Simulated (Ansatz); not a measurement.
**SiH$_{2}$Cl$_{2}$: geometry relaxation**

SiH$_{2}$Cl$_{2}$, computed with RKS PBE0-D4/def2-SVP (Ansatz 0.2.0).

The input holds or restrains some coordinates. Forces given for the steps count only the free coordinates. It belongs to a series of runs on one base structure; here: pulled along the bonds that form and break, towards end B. Figures and captions count atoms from 1; the log counts them from 0 in places.

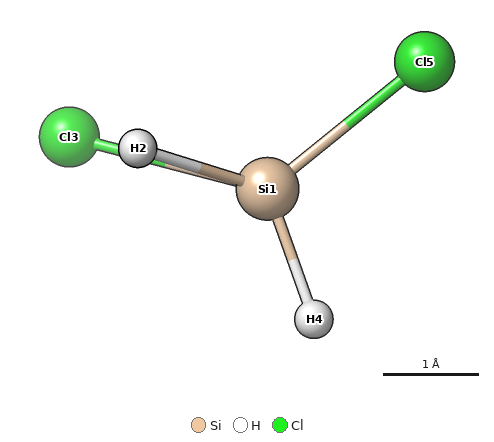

**Figure 1.** The input geometry (ball-and-stick view, seen on its broad side; atoms are numbered from 1 in the order of the input).

Input file:
```yaml
crystal:
  periodic: [false, false, false]
  atoms:
    - { symbol: Si, position_ang: [0.0, 0.0, 0.0] }
    - { symbol: H, position_ang: [0.6625, 0.0, 1.522] }
    - { symbol: Cl, position_ang: [2.2646, 0.0, 0.5484] }
    - { symbol: H, position_ang: [-0.6877, 1.1914, -0.4862] }
    - { symbol: Cl, position_ang: [-1.0032, -1.7381, -0.7093] }
basis:
  gaussian: { orbitals: def2-SVP }
hamiltonian:
  xc: pbe0
  dispersion: d4
relax:
  f_tol: 0.15
  max_steps: 25
  restrain:
    - { distance: [1, 2], at: 1.37, k: 30.0 }
    - { distance: [0, 1], at: 2.66, k: 30.0 }
    - { distance: [0, 2], at: 3.33, k: 30.0 }
output:
  orbitals: {}
```

Hardware: 1 thread of Arm Neoverse V2, 24 GiB of memory available, shared host.

Command:
```bash
ansatz run input.yaml --threads 1 --pin off --max-ram 2048MiB --backend cpu --events-out ev --progress --plain --runs-dir out
```

Log:
```
The last accepted step is kept in [file] (removed where the run ends without a failure and the disk answers)
Engine: ansatz 0.2.0, aarch64-unknown-linux-gnu
Functional definition: PBE0
  parameter a = 0.25
  parameter kappa = 0.804
  parameter beta = 0.06672455060314922
  exchange = (1 - a)*pbe_x(kappa = kappa, mu = beta*pi^2/3) + a*exact_x
  correlation = pbe_c(beta = beta)
628 factors; integrals over basis functions are off by at most 3.4e-4 eV
mean field evaluation 1: about -32932.3807 eV, gradient 1.5e1 eV
mean field evaluation 2: about -32931.4191 eV, gradient 2.4e1 eV
mean field evaluation 4: about -32933.1450 eV, gradient 7.1e-1 eV
mean field evaluation 8: about -32933.1483 eV, gradient 8.5e-3 eV
mean field -32933.14833681 eV, -1210.2708784879 hartree, gradient 3.4e-5 eV, S^2 0.000000; 0 other end points of the search recorded, 0 dependent functions left out
the calculation of the forces begins
reference -32933.14835680 eV, -1210.2708792225 hartree; 25, 25 occupied and 39, 39 virtual orbitals, 628 factors
relax step   1: F+E_penalty+E_count = -32933.24786207 eV  Δ(F+E_penalty+E_count) = +0.000e0 eV  max|allowed force component| = 3.993e0 eV/Å  E_restraint = 33.82157035 eV  max|allowed force component, restraints' pulls added| = 3.962e1 eV/Å  Δτ_max = 0.0000 Å  (24 SCF iters, accepted)
  distance H 1 - Cl 2 = 1.8747 Å
  distance Si 0 - H 1 = 1.6599 Å
  distance Si 0 - Cl 2 = 2.3301 Å
these checks for a lower state are left out or cut short: starts, cluster_reference, orbital_swaps, neighbouring_geometries, increment
628 factors; integrals over basis functions are off by at most 3.4e-4 eV
mean field evaluation 16: about -32931.6372 eV, gradient 5.5e-1 eV
mean field -32931.64228791 eV, -1210.2155322117 hartree, gradient 9.6e-6 eV, S^2 0.000000; 0 other end points of the search recorded, 0 dependent functions left out
the calculation of the forces begins
reference -32931.64230797 eV, -1210.2155329489 hartree; 25, 25 occupied and 39, 39 virtual orbitals, 628 factors
relax step   2: F+E_penalty+E_count = -32931.75065785 eV  Δ(F+E_penalty+E_count) = +1.497e0 eV  max|allowed force component| = 6.234e0 eV/Å  E_restraint = 19.31327777 eV  max|allowed force component, restraints' pulls added| = 2.884e1 eV/Å  Δτ_max = 0.1950 Å  (34 SCF iters, accepted)
  distance H 1 - Cl 2 = 1.8301 Å
  distance Si 0 - H 1 = 1.9394 Å
  distance Si 0 - Cl 2 = 2.5839 Å
these checks for a lower state are left out or cut short: starts, cluster_reference, orbital_swaps, neighbouring_geometries, increment
628 factors; integrals over basis functions are off by at most 6.6e-4 eV
mean field -32930.35620766 eV, -1210.1682696342 hartree, gradient 2.1e-5 eV, S^2 0.000000; 0 other end points of the search recorded, 0 dependent functions left out
the calculation of the forces begins
reference -32930.35622786 eV, -1210.1682703766 hartree; 25, 25 occupied and 39, 39 virtual orbitals, 628 factors
relax step   3: F+E_penalty+E_count = -32930.46271857 eV  Δ(F+E_penalty+E_count) = +1.288e0 eV  max|allowed force component| = 7.090e0 eV/Å  E_restraint = 8.38661399 eV  max|allowed force component, restraints' pulls added| = 1.846e1 eV/Å  Δτ_max = 0.1948 Å  (37 SCF iters, accepted)
  distance H 1 - Cl 2 = 1.7179 Å
  distance Si 0 - H 1 = 2.2071 Å
  distance Si 0 - Cl 2 = 2.8474 Å
these checks for a lower state are left out or cut short: starts, cluster_reference, orbital_swaps, neighbouring_geometries, increment
630 factors; integrals over basis functions are off by at most 3.7e-4 eV
mean field evaluation 32: about -32930.6451 eV, gradient 1.1e0 eV
mean field -32930.65697043 eV, -1210.1793224623 hartree, gradient 1.6e-5 eV, S^2 0.000000; 0 other end points of the search recorded, 0 dependent functions left out
the calculation of the forces begins
reference -32930.65699117 eV, -1210.1793232243 hartree; 25, 25 occupied and 39, 39 virtual orbitals, 630 factors
relax step   4: F+E_penalty+E_count = -32930.75524713 eV  Δ(F+E_penalty+E_count) = -2.925e-1 eV  max|allowed force component| = 6.296e0 eV/Å  E_restraint = 1.63658115 eV  max|allowed force component, restraints' pulls added| = 9.699e0 eV/Å  Δτ_max = 0.1949 Å  (34 SCF iters, accepted)
  distance H 1 - Cl 2 = 1.5237 Å
  distance Si 0 - H 1 = 2.4680 Å
  distance Si 0 - Cl 2 = 3.1095 Å
these checks for a lower state are left out or cut short: starts, cluster_reference, orbital_swaps, neighbouring_geometries, increment
631 factors; integrals over basis functions are off by at most 8.0e-4 eV
mean field -32932.14082949 eV, -1210.2338532769 hartree, gradient 7.7e-5 eV, S^2 0.000000; 0 other end points of the search recorded, 0 dependent functions left out
the calculation of the forces begins
reference -32932.14085136 eV, -1210.2338540806 hartree; 25, 25 occupied and 39, 39 virtual orbitals, 631 factors
relax step   5: F+E_penalty+E_count = -32932.23370115 eV  Δ(F+E_penalty+E_count) = -1.478e0 eV  max|allowed force component| = 3.687e0 eV/Å  E_restraint = 0.04289909 eV  max|allowed force component, restraints' pulls added| = 3.140e0 eV/Å  Δτ_max = 0.1986 Å  (28 SCF iters, accepted)
  distance H 1 - Cl 2 = 1.3354 Å
  distance Si 0 - H 1 = 2.6524 Å
  distance Si 0 - Cl 2 = 3.2899 Å
these checks for a lower state are left out or cut short: starts, cluster_reference, orbital_swaps, neighbouring_geometries, increment
631 factors; integrals over basis functions are off by at most 7.1e-4 eV
mean field -32932.85708910 eV, -1210.2601753323 hartree, gradient 9.0e-6 eV, S^2 0.000000; 0 other end points of the search recorded, 0 dependent functions left out
the calculation of the forces begins
reference -32932.85711097 eV, -1210.2601761359 hartree; 25, 25 occupied and 39, 39 virtual orbitals, 631 factors
relax step   6: F+E_penalty+E_count = -32932.94847514 eV  Δ(F+E_penalty+E_count) = -7.148e-1 eV  max|allowed force component| = 1.309e0 eV/Å  E_restraint = 0.00540389 eV  max|allowed force component, restraints' pulls added| = 1.290e0 eV/Å  Δτ_max = 0.1946 Å  (27 SCF iters, accepted)
  distance H 1 - Cl 2 = 1.3554 Å
  distance Si 0 - H 1 = 2.6616 Å
  distance Si 0 - Cl 2 = 3.3420 Å
these checks for a lower state are left out or cut short: starts, cluster_reference, orbital_swaps, neighbouring_geometries, increment
631 factors; integrals over basis functions are off by at most 6.8e-4 eV
mean field -32933.12138516 eV, -1210.2698880332 hartree, gradient 7.9e-6 eV, S^2 0.000000; 0 other end points of the search recorded, 0 dependent functions left out
the calculation of the forces begins
reference -32933.12140675 eV, -1210.2698888267 hartree; 25, 25 occupied and 39, 39 virtual orbitals, 631 factors
relax step   7: F+E_penalty+E_count = -32933.21317147 eV  Δ(F+E_penalty+E_count) = -2.647e-1 eV  max|allowed force component| = 1.315e0 eV/Å  E_restraint = 0.00841246 eV  max|allowed force component, restraints' pulls added| = 1.307e0 eV/Å  Δτ_max = 0.2000 Å  (27 SCF iters, accepted)
  distance H 1 - Cl 2 = 1.3519 Å
  distance Si 0 - H 1 = 2.6636 Å
  distance Si 0 - Cl 2 = 3.3449 Å
these checks for a lower state are left out or cut short: starts, cluster_reference, orbital_swaps, neighbouring_geometries, increment
631 factors; integrals over basis functions are off by at most 6.8e-4 eV
mean field evaluation 64: about -32933.1803 eV, gradient 2.3e-5 eV
mean field -32933.18034637 eV, -1210.2720548179 hartree, gradient 2.3e-5 eV, S^2 0.000000; 0 other end points of the search recorded, 0 dependent functions left out
the calculation of the forces begins
reference -32933.18036782 eV, -1210.2720556058 hartree; 25, 25 occupied and 39, 39 virtual orbitals, 631 factors
relax step   8: F+E_penalty+E_count = -32933.27332103 eV  Δ(F+E_penalty+E_count) = -6.015e-2 eV  max|allowed force component| = 1.010e0 eV/Å  E_restraint = 0.01800964 eV  max|allowed force component, restraints' pulls added| = 1.218e-1 eV/Å  Δτ_max = 0.0834 Å  (25 SCF iters, accepted)
  distance H 1 - Cl 2 = 1.3356 Å
  distance Si 0 - H 1 = 2.6600 Å
  distance Si 0 - Cl 2 = 3.3258 Å
```

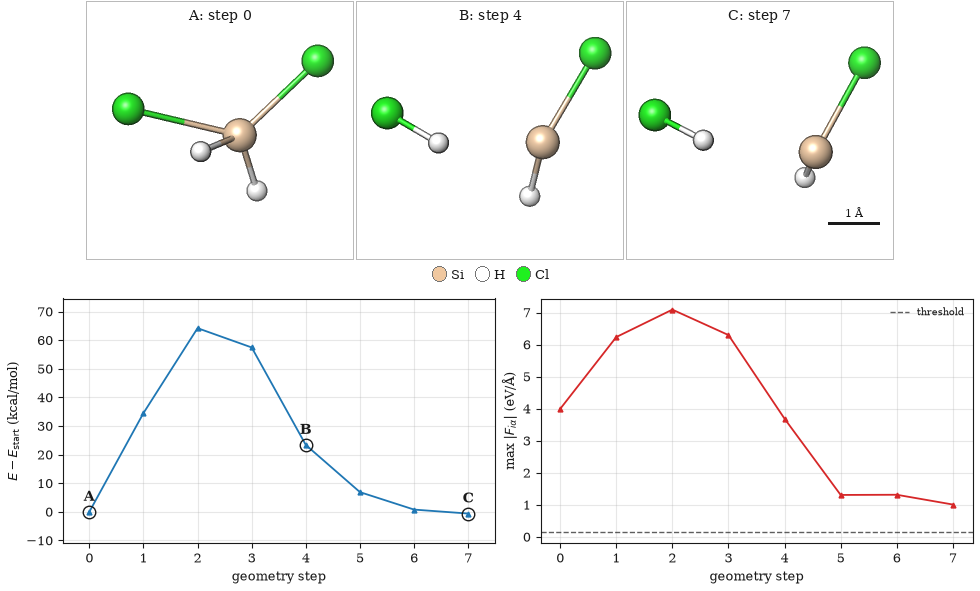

**Figure 2.** Frames of the restrained relaxation (ball-and-stick view, seen at a tilt) above the curves, on which the letters mark them (the first geometry is step 0 here and step 1 in the log).

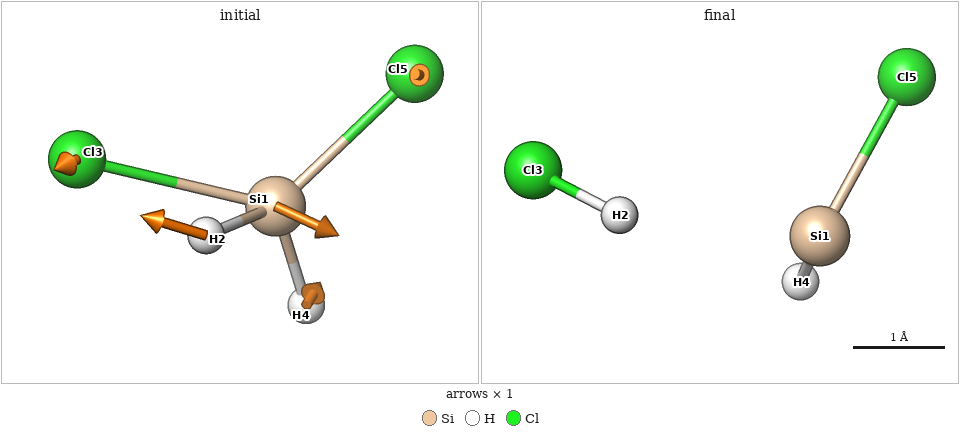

**Figure 3.** Before (left) and after (right) the restrained relaxation, at one scale (ball-and-stick view, seen at a tilt). The orange arrows give the displacements, at true length. Si1 moves most after the best rigid fit: 0.81 Å. Largest moves by element: Si 0.81 Å, H 0.80 Å, Cl 0.40 Å. Among the contacts that change: Si1–H2 1.660 → 2.660 Å, Si1–Cl3 2.330 → 3.326 Å, H2–Cl3 1.875 → 1.336 Å, Si1–H4 1.459 → 1.535 Å. New bonds form: H2–Cl3 (1.87 → 1.34 Å). Bonds break: Si1–Cl3 (2.33 → 3.33 Å), Si1–H2 (1.66 → 2.66 Å). Among the angles that change: H4–Si1–Cl5 109.5° → 95.7°. Over 7 geometry steps the energy falls by 0.59 kcal/mol. Largest force component: 4 eV/Å at the start, 1 eV/Å at the end. (Atoms are counted from 1 in the order of the input.)

```
631 factors; integrals over basis functions are off by at most 6.8e-4 eV
mean field -32933.18034637 eV, -1210.2720548179 hartree, gradient 2.3e-5 eV, S^2 0.000000; 1 other end points of the search recorded, 0 dependent functions left out
the calculation of the forces begins
reference -32933.18036782 eV, -1210.2720556058 hartree; 25, 25 occupied and 39, 39 virtual orbitals, 631 factors
Total energy: -32933.27334247 eV, -1210.2754723614 hartree
Atom 0 at    -0.775920     0.007840     0.195227 Å, force     0.077775     0.124863     0.005956 eV/Å
Atom 1 at     1.400579    -0.053001     1.723266 Å, force     0.904545     0.117508    -0.645191 eV/Å
Atom 2 at     2.466474     0.088930     0.931084 Å, force    -1.009730    -0.118311     0.614987 eV/Å
Atom 3 at    -0.740461     1.043247    -0.937587 Å, force     0.034679    -0.008605     0.072920 eV/Å
Atom 4 at    -1.114472    -1.633716    -1.037090 Å, force    -0.007269    -0.115455    -0.048672 eV/Å
Dipole moment:    -0.096507     0.167131     0.222086 e Å
```

Trajectory as extended XYZ (Å, eV, eV/Å), 8 frames, from step=1 to step=8:
```
5
Properties=species:S:1:pos:R:3:forces:R:3 step=1 energy=-32933.24786
Si    0.0000    0.0000    0.0000    1.5062  -1.4929   3.9925
H     0.6625    0.0000    1.5220   -3.4709  -0.1003  -0.9355
Cl    2.2646    0.0000    0.5484    0.6819   0.0352  -2.4373
H    -0.6877    1.1914   -0.4862    0.2782   0.4270  -0.7579
Cl   -1.0032   -1.7381   -0.7093    1.0047   1.1309   0.1381
5
Properties=species:S:1:pos:R:3:forces:R:3 step=2 energy=-32931.75066
Si   -0.1583   -0.0105   -0.1134    3.0169  -1.6931   6.2338
H     0.7727   -0.0008    1.5879   -2.6132  -0.0892  -2.0475
Cl    2.3214    0.0002    0.6130    0.0465   0.0477  -1.6092
H    -0.6948    1.2065   -0.4980   -0.5403   1.9191  -1.7534
Cl   -1.0049   -1.7420   -0.7145    0.0901  -0.1846  -0.8237
5
Properties=species:S:1:pos:R:3:forces:R:3 step=3 energy=-32930.46272
Si   -0.3316   -0.0272   -0.2007    2.9438  -0.7136   7.0898
H     0.9149    0.0004    1.6204   -0.1886  -0.1029  -2.4632
Cl    2.3680    0.0020    0.7041   -0.5711   0.0812   0.2487
H    -0.7039    1.2318   -0.5198   -1.0798   3.0383  -2.7542
Cl   -1.0112   -1.7537   -0.7291   -1.1043  -2.3031  -2.1211
5
Properties=species:S:1:pos:R:3:forces:R:3 step=4 energy=-32930.75525
Si   -0.5162   -0.0267   -0.2284    2.2849  -0.5033   6.2964
H     1.1096    0.0021    1.6281    1.9766  -0.0696  -2.2615
Cl    2.4075    0.0069    0.8299   -1.7199   0.0733   1.6141
H    -0.7230    1.2827   -0.5758   -1.2270   2.8242  -3.1754
Cl   -1.0418   -1.8117   -0.7789   -1.3146  -2.3246  -2.4737
5
Properties=species:S:1:pos:R:3:forces:R:3 step=5 energy=-32932.23370
Si   -0.6621   -0.0318   -0.1323    0.7996   0.3343   3.6869
H     1.3076   -0.0023    1.6439    0.7232  -0.0399  -0.6860
Cl    2.4459    0.0101    0.9458   -0.6398   0.0406   0.5302
H    -0.7688    1.3613   -0.7079   -0.4478  -0.0416  -1.9497
Cl   -1.0864   -1.8840   -0.8747   -0.4352  -0.2935  -1.5814
5
Properties=species:S:1:pos:R:3:forces:R:3 step=6 energy=-32932.94847
Si   -0.7203   -0.0076    0.0518    0.0509  -0.0066   0.6972
H     1.3671   -0.0118    1.7031    1.2374   0.0019  -0.8950
Cl    2.4972    0.0153    0.9554   -1.3088  -0.0017   0.8040
H    -0.8048    1.2913   -0.8565   -0.0732  -0.9974  -0.4020
Cl   -1.1030   -1.8339   -0.9790    0.0937   1.0038  -0.2042
5
Properties=species:S:1:pos:R:3:forces:R:3 step=7 energy=-32933.21317
Si   -0.7492    0.0184    0.1624   -0.0723  -0.6640  -0.0974
H     1.4010    0.0040    1.7344    1.2148   0.0048  -0.8693
Cl    2.5016    0.0288    0.9498   -1.3149  -0.0047   0.8177
H    -0.7970    1.0999   -0.9142    0.0172  -0.0853  -0.2086
Cl   -1.1202   -1.6979   -1.0576    0.1552   0.7492   0.3576
5
Properties=species:S:1:pos:R:3:forces:R:3 step=8 energy=-32933.27332
Si   -0.7759    0.0078    0.1952    0.0778   0.1249   0.0060
H     1.4006   -0.0530    1.7233    0.9045   0.1175  -0.6452
Cl    2.4665    0.0889    0.9311   -1.0097  -0.1183   0.6150
H    -0.7405    1.0432   -0.9376    0.0347  -0.0086   0.0729
Cl   -1.1145   -1.6337   -1.0371   -0.0073  -0.1155  -0.0487
```

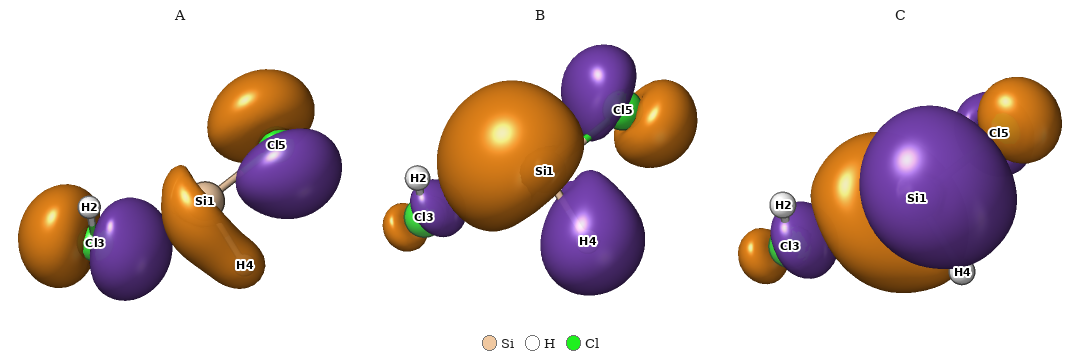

**Figure 4.** Three frontier orbitals at ±0.1 Å⁻³ᐟ² (orange and purple are the two phases). A is the HOMO−1 (−9.36 eV). B is the HOMO (−6.98 eV). It lies mainly on Si1 (60 %), Cl5 (20 %) and H4 (15 %). C is the LUMO (−2.83 eV). Its weight (Hirshfeld) is mainly on Si1 (75 %) and Cl5 (15 %). The HOMO–LUMO gap is 4.15 eV between the orbital energies.

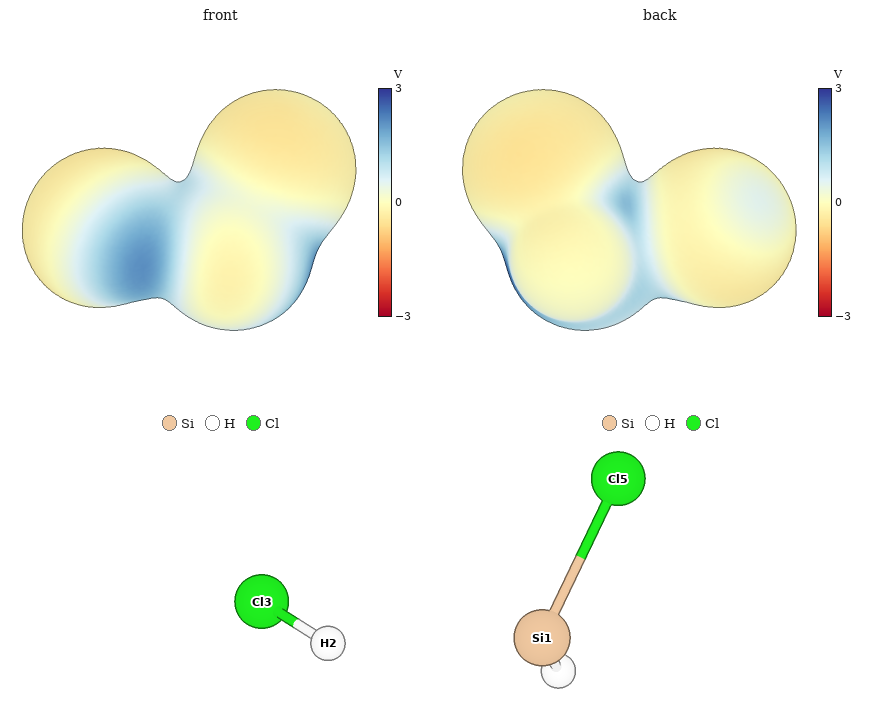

**Figure 5.** The electrostatic potential painted on the density surface at 0.002 e/bohr³, seen at a tilt and from behind; red is negative and blue positive. The bare structure is drawn below in the same view. A positive charge is drawn to the negative regions and a negative charge to the positive ones.

Summary:

| quantity | value |
| --- | --- |
| outcome | converged under the restraints of the input |
| total energy | −32933.2733 eV |
| mean-field energy | −32933.1804 eV |
| largest force (length of the vector) at the end, held atoms and coordinates included | 1.188 eV/Å |
| wall time | 15 s |
| peak memory | 0.12 GiB |
